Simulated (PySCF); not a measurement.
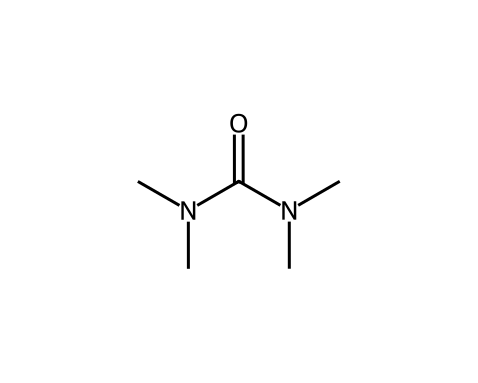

The computed structure is the end point of a GFN2-xTB optimisation. No frequency run is at hand to confirm it as a minimum. Properties computed with PBE0/pcSseg-1, gas phase (PySCF 2.14.0).

Predict the main results.

The species is C₅H₁₂N₂O (`CN(C)C(=O)N(C)C`).
- dipole moment: 3.44 D
- HOMO energy (Kohn–Sham orbital): −6.62 eV
- LUMO energy (Kohn–Sham orbital): 1.28 eV
- HOMO–LUMO gap: 7.90 eV
